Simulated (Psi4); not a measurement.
# SiNH5 (SMILES [SiH3]N) at 3 levels

Aim: a comparison of 3 runs (BHLYP/def2-TZVP, TPSS/def2-TZVP, wB97M-V/def2-TZVP) of SiNH5. 

The results are computed with Psi4 1.11.

4 further runs of the same task are left out: 3 that didn't finish, 1 set aside as unsound or not needed.

## (1) Starting point

The species is SiNH5 (7 atoms), meant as a singlet with charge 0. As SMILES, `[SiH3]N`. The N2–H6 distance was set to 1.813 Å, away from the relaxed value. At this shape a bond of the SMILES string is far longer than usual.

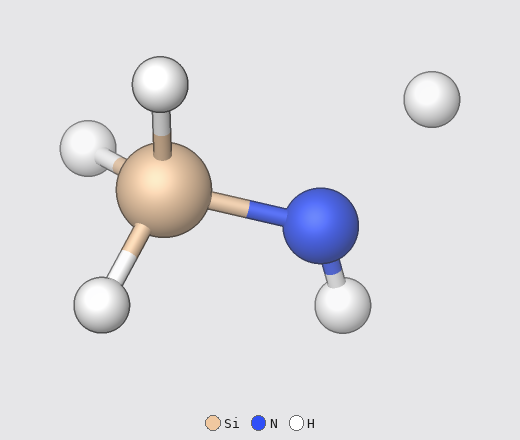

The structure, seen from a chosen angle (silicon light orange, nitrogen blue, hydrogen white).

## (2) Energy and forces at BHLYP/def2-TZVP (run 1)

job.py

```python
import psi4

psi4.set_memory('2200 MB')
psi4.set_num_threads(1)
psi4.set_output_file('psi4.out', False)

mol = psi4.geometry("""
0 1
Si    -0.236860    -1.004374    -0.756922
N      0.787910    -0.363004     0.466708
H      0.157830    -2.418004    -0.987902
H     -1.637020    -0.928764    -0.265632
H     -0.191780    -0.308944    -2.078542
H      0.391580     1.238230     1.219480
H      1.785250    -0.485164     0.395358
symmetry c1
no_reorient
no_com
""")

options = {'basis': 'def2-TZVP', 'puream': True, 'e_convergence': 1e-09, 'd_convergence': 1e-08, 'scf_type': 'pk', 'dft_radial_points': 99, 'dft_spherical_points': 590}
psi4.set_options(options)

E, wfn = psi4.gradient("bhhlyp", molecule=mol, return_wfn=True)
psi4.oeprop(wfn, "WIBERG_LOWDIN_INDICES", "MULLIKEN_CHARGES", "LOWDIN_CHARGES", title="BHHLYP")
print('gradient / Eh bohr^-1')
print(E.np.round(6))
print(f'energy = {wfn.energy():.10f} Eh')
for k, v in sorted(psi4.core.scalar_variables().items()):
    print(f'{k:45s} {v:18.10f}')
```

Started as:

```console
$ python job.py
```

psi4.out:

```text
[...]
  Running in c1 symmetry.
[...]
  Nuclear repulsion =   62.354015031561552
[...]
  Multiplicity = 1
[...]
  Nalpha       = 13
  Nbeta        = 13
[...]
    Number of basis functions: 98
[...]
   @RKS iter   1:  -346.78950567952376   -3.55026e-01   7.96590e-03 DIIS/ADIIS
[...]
   @RKS iter  12:  -347.11135990777433   -3.66640e-11   4.47983e-09 DIIS
[...]
  @RKS Final Energy:  -347.11135990777433
   => Energetics <=
    Nuclear Repulsion Energy =             62.3540150315615520
    One-Electron Energy =                -602.5839599940769631
    Two-Electron Energy =                 208.3455719766489551
    DFT Exchange-Correlation Energy =     -15.2269869219078799
    Empirical Dispersion Energy =           0.0000000000000000
    VV10 Nonlocal Energy =                  0.0000000000000000
    Total Energy =                       -347.1113599077743856
[...]
  -Total Gradient:
     Atom            X                  Y                   Z
    ------   -----------------  -----------------  -----------------
       1        0.009843748265    -0.012620869175     0.002127343028
       2        0.018405902069    -0.055375433307    -0.037558875958
       3       -0.001426194327    -0.003923755940    -0.002767003279
       4       -0.005096241968     0.001297305763     0.002227170167
       5       -0.000032434795     0.003019911306    -0.004531325464
       6       -0.023698637165     0.082814999757     0.045301240370
       7        0.002003954913    -0.015212823655    -0.004799119275
[...]
```

Standard output:

```text
gradient / Eh bohr^-1
[[ 9.8440e-03 -1.2621e-02  2.1270e-03]
 [ 1.8406e-02 -5.5375e-02 -3.7559e-02]
 [-1.4260e-03 -3.9240e-03 -2.7670e-03]
 [-5.0960e-03  1.2970e-03  2.2270e-03]
 [-3.2000e-05  3.0200e-03 -4.5310e-03]
 [-2.3699e-02  8.2815e-02  4.5301e-02]
 [ 2.0040e-03 -1.5213e-02 -4.7990e-03]]
energy = -347.1113599078 Eh
CURRENT ENERGY                                   -347.1113599078
CURRENT REFERENCE ENERGY                         -347.1113599078
DD SOLVATION ENERGY                                 0.0000000000
DFT FUNCTIONAL TOTAL ENERGY                      -347.1113599078
DFT TOTAL ENERGY                                 -347.1113599078
DFT VV10 ENERGY                                     0.0000000000
DFT XC ENERGY                                     -15.2269869219
GRID ELECTRONS ALPHA                               12.9999999991
GRID ELECTRONS BETA                                12.9999999991
GRID ELECTRONS TOTAL                               25.9999999983
NUCLEAR REPULSION ENERGY                           62.3540150316
ONE-ELECTRON ENERGY                              -602.5839599941
PCM POLARIZATION ENERGY                             0.0000000000
PE ENERGY                                           0.0000000000
SCF ITERATION ENERGY                             -347.1113599078
SCF ITERATIONS                                     12.0000000000
SCF TOTAL ENERGY                                 -347.1113599078
TWO-ELECTRON ENERGY                               208.3455719766
XC GRID RADIAL POINTS                              99.0000000000
XC GRID SPHERICAL POINTS                          590.0000000000
XC GRID TOTAL POINTS                           392196.0000000000
```

Run time: 50 s. Hardware: 1 thread of Intel Xeon at 2.50GHz (Skylake/Cascade Lake), shared host; peak memory 0.89 GiB.

## (3) Energy and forces at TPSS/def2-TZVP (run 2)

input.dat

```
memory 2.2 GB

molecule {
  0 1
  Si
  N 1 r2
  H 1 r3 2 a3
  H 1 r4 3 a4 2 d4
  H 1 r5 3 a5 4 d5
  H 2 r6 1 a6 3 d6
  H 2 r7 1 a7 3 d7

  r2 = 1.72011
  r3 = 1.48576
  a3 = 107.8841
  r4 = 1.485776
  a4 = 110.49742
  d4 = -117.72845
  r5 = 1.4941
  a5 = 107.29691
  d5 = -116.66494
  r6 = 1.8132
  a6 = 119.62945
  d6 = -168.63251
  r7 = 1.007324
  a7 = 119.62021
  d7 = 49.14441
  symmetry c1
}

set basis def2-TZVP
set puream true
set e_convergence 1e-09
set d_convergence 1e-08
set scf_type pk
set dft_radial_points 99
set dft_spherical_points 590

E, wfn = gradient('tpss', return_wfn=True)
oeprop(wfn, 'WIBERG_LOWDIN_INDICES', 'DIPOLE', 'QUADRUPOLE')
print_variables()
```

Started as:

```console
$ psi4 -i input.dat -o output.dat -n 1
```

output.dat:

```text
[...]
  Running in c1 symmetry.
[...]
  Nuclear repulsion =   62.354017880487795
[...]
  Multiplicity = 1
[...]
  Nalpha       = 13
  Nbeta        = 13
[...]
    Number of basis functions: 98
[...]
   @RKS iter   1:  -346.64724069431441    2.66969e-02   1.06333e-02 ADIIS/DIIS
[...]
   @RKS iter  12:  -347.20033806013129   -1.15392e-11   8.36791e-09 DIIS
[...]
  @RKS Final Energy:  -347.20033806013129
   => Energetics <=
    Nuclear Repulsion Energy =             62.3540178804877954
    One-Electron Energy =                -602.5960530885639628
    Two-Electron Energy =                 222.6359422777479722
    DFT Exchange-Correlation Energy =     -29.5942451298031521
    Empirical Dispersion Energy =           0.0000000000000000
    VV10 Nonlocal Energy =                  0.0000000000000000
    Total Energy =                       -347.2003380601312870
[...]
  -Total Gradient:
     Atom            X                  Y                   Z
    ------   -----------------  -----------------  -----------------
       1        0.000691017063     0.017794864207     0.005878064617
       2       -0.030315147185     0.049743856857    -0.031755731748
       3        0.000099839381    -0.001998838573    -0.003612265916
       4        0.000808681012    -0.001509508148     0.000311991249
       5       -0.000706139242    -0.001168123005     0.001256755985
       6        0.020532477668    -0.069585839973     0.042043261091
       7        0.008888600299     0.006725434170    -0.014121167375
[...]
```

Wall time 2.2 min (1 thread of Intel Xeon at 2.50GHz (Skylake/Cascade Lake), shared host); peak memory 1.2 GiB.

## (4) The energy at wB97M-V/def2-TZVP (run 3)

h5nsi.xyz

```xyz
7
H5NSi
Si    -0.236860    -1.004374    -0.756922
N      0.787910    -0.363004     0.466708
H      0.157830    -2.418004    -0.987902
H     -1.637020    -0.928764    -0.265632
H     -0.191780    -0.308944    -2.078542
H      0.391580     1.238230     1.219480
H      1.785250    -0.485164     0.395358
```

h5nsi_ase.py

```python
import numpy as np
from ase.calculators.psi4 import Psi4
from ase.io import read

a = read('h5nsi.xyz')
calc = Psi4(atoms=a, method='wb97m-v', basis='def2-TZVP', memory='2200MB', num_threads=1, charge=0, multiplicity=1, label='calc', reference='rks')
calc.psi4.set_options({'puream': True, 'e_convergence': 1e-09, 'd_convergence': 1e-08, 'scf_type': 'pk', 'dft_radial_points': 99, 'dft_spherical_points': 590})
a.calc = calc

print(f'energy: {a.get_potential_energy():.6f} eV')
```

Started as:

```console
$ python h5nsi_ase.py
```

calc.dat:

```text
[...]
  Running in c1 symmetry.
[...]
  Nuclear repulsion =   62.354015031561552
[...]
  Multiplicity = 1
[...]
  Nalpha       = 13
  Nbeta        = 13
[...]
    Number of basis functions: 98
[...]
   @RKS iter   1:  -346.80427549787697   -4.35427e-01   7.65734e-03 ADIIS/DIIS
[...]
   @RKS iter  13:  -347.09339016996381   -6.82121e-12   3.14578e-09 DIIS
[...]
  @RKS Final Energy:  -347.09339016996381
   => Energetics <=
    Nuclear Repulsion Energy =             62.3540150315615520
    One-Electron Energy =                -602.4641319604986620
    Two-Electron Energy =                 214.7460325478351990
    DFT Exchange-Correlation Energy =     -21.8358499028514963
    Empirical Dispersion Energy =           0.0000000000000000
    VV10 Nonlocal Energy =                  0.1065441139896629
    Total Energy =                       -347.0933901699638113
[...]
 Multipole Moments:
 ------------------------------------------------------------------------------------
     Multipole            Electronic (a.u.)      Nuclear  (a.u.)        Total (a.u.)
 ------------------------------------------------------------------------------------
 L = 1.  Multiply by 2.5417464519 to convert [e a0] to [Debye]
 Dipole X            :          0.3571658           -0.0253135            0.3318523
 Dipole Y            :         -0.4765534            0.8721250            0.3955716
 Dipole Z            :          0.0958534            0.0109606            0.1068140
 Magnitude           :                                                    0.5272685
[...]
```

On the terminal:

```text
energy: -9444.892226 eV
```

Run time: 4.9 min. Hardware: 1 thread of Intel Xeon at 2.50GHz (Skylake/Cascade Lake), shared host; peak memory 1.3 GiB.

## (5) Overview of the runs

| run | level | task | energy (Eh) | dipole moment (D) | HOMO energy (eV) | LUMO energy (eV) | wall time |
| --- | --- | --- | --- | --- | --- | --- | --- |
| 1 | BHLYP/def2-TZVP | gradient | -347.111360 | 1.25 | -8.67 | -2.15 | 50 s |
| 2 | TPSS/def2-TZVP | gradient | -347.200338 | 1.13 | -6.02 | -4.03 | 2.2 min |
| 3 | wB97M-V/def2-TZVP | energy | -347.093390 | 1.34 | -9.64 | -1.15 | 4.9 min |

## (6) Outcome

| quantity | value |
| --- | --- |
| run 3: total energy | -347.09339 Eh |
| run 3: dipole moment | 1.34 D |
| run 3: HOMO energy | -9.64 eV |
| run 3: LUMO energy | -1.15 eV |
| run 3: HOMO–LUMO gap | 8.49 eV |

**Reading.** The dipole moment (its size) runs from 1.13 D (TPSS/def2-TZVP) to 1.34 D (wB97M-V/def2-TZVP). The HOMO–LUMO gap runs from 1.99 eV (TPSS/def2-TZVP) to 8.49 eV (wB97M-V/def2-TZVP). Totals of different functionals can't be ranked against each other. In runs 1, 2, 3 a closed-shell determinant meets a far-stretched bond, which it describes badly. All runs together took 7.9 min, the longest 4.9 min.
